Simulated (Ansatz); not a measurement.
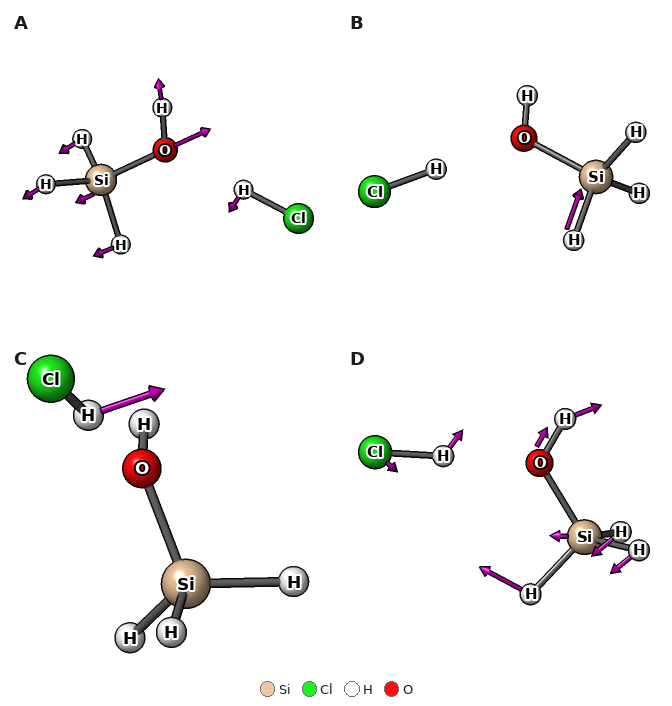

4 normal modes of one molecule or complex, as arrows. Harmonic vibrations computed with RKS PBE0-D4/def2-TZVP (Ansatz 0.2.0) at a stationary point of the same level.

### Match the panels to the wavenumbers 44 cm⁻¹, 445 cm⁻¹, 857 cm⁻¹, 2277 cm⁻¹.

A: 857 cm⁻¹, O–Si stretching
B: 2277 cm⁻¹, Si–H stretching
C: 445 cm⁻¹
D: 44 cm⁻¹
